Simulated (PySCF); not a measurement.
**C$_{5}$H$_{16}$AlP: density, localisation and related maps**

The calculation's input:

```
{"job": {"kind": "nmr", "xc": "PBE0", "basis": "pcSseg-1"}, "charge": 0, "multiplicity": 1}
C      2.956948     0.803459     0.027726
C      1.453417     0.795603    -0.214717
C      0.817282    -0.524555     0.211896
P     -1.013570    -0.398247     0.112313
C     -1.333175    -0.558852    -1.685388
C     -1.523472    -2.055973     0.721485
Al    -1.646153     1.841194     1.002113
H      3.438741     0.001361    -0.529185
H      3.173392     0.665390     1.084618
H      3.389087     1.749013    -0.289539
H      0.979309     1.603962     0.355362
H      1.254355     0.974487    -1.273493
H      1.183606    -1.359862    -0.394573
H      1.064514    -0.725545     1.258923
H     -2.401987    -0.701986    -1.837205
H     -1.038945     0.365952    -2.178193
H     -0.786325    -1.399289    -2.111790
H     -1.276190    -2.135603     1.778286
H     -2.601094    -2.159546     0.608316
H     -1.019473    -2.846176     0.166780
H     -3.165055     1.573134     1.280845
H     -0.645644     1.877756     2.217171
H     -1.264322     2.641306    -0.301672
```

Command:

```sh
OMP_NUM_THREADS=1 python probes_run.py task.json out
```

Geometry: GFN2-xTB.

Level of theory: PBE0/pcSseg-1, SCF density, gas phase, non-relativistic in PySCF.

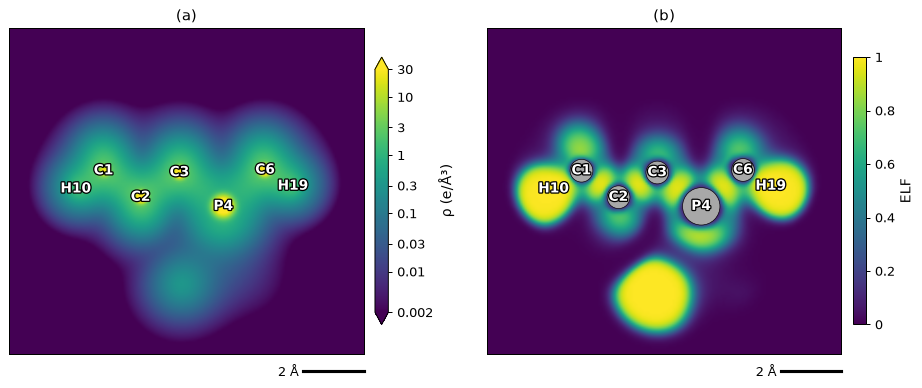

Figure 1. (a) electron density; (b) ELF on the plane of atoms C2, C3 and P4. Grey discs cover the atomic cores in the ELF map.

Q: What does the map show?

A:
- The plane passes through C, P and H nuclei.
- C–C (1.52 Å): ρ at the midpoint is about 1.6 e/Å³; the ELF peaks at about 0.95 between the atoms: localised, covalent bonding.
- C–P (1.84 Å): ρ is about 1.1 e/Å³ halfway; the ELF peaks at about 0.95 between the atoms (a covalent bond).
- C–H (1.09 Å): ρ is about 2 e/Å³ halfway; the ELF climbs to about 1 towards the hydrogen, as it does in any bond to H: a covalent bond by its length.

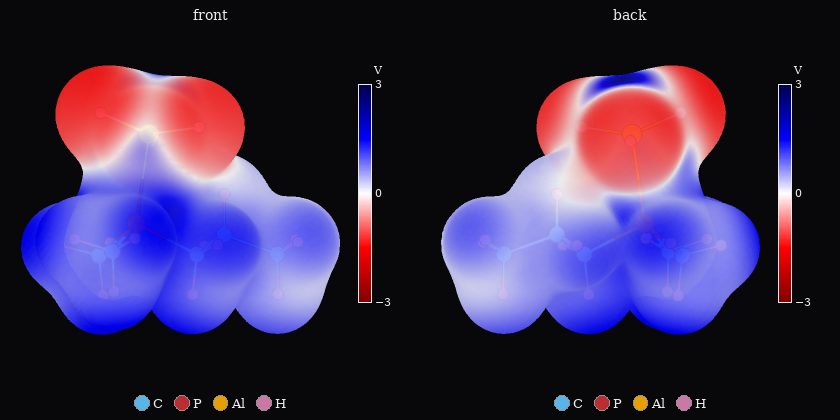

Figure 2. The electrostatic potential painted on the density surface at 0.004 e/bohr³, seen from the front and from behind; red is negative and blue positive.

Q: Which sites attract a positive test charge, and which a negative one?

A: A positive charge is drawn to the negative regions and a negative charge to the positive ones. The most negative region (about −1.3 V) lies over H21, the most positive (about +2.0 V) over Al7.
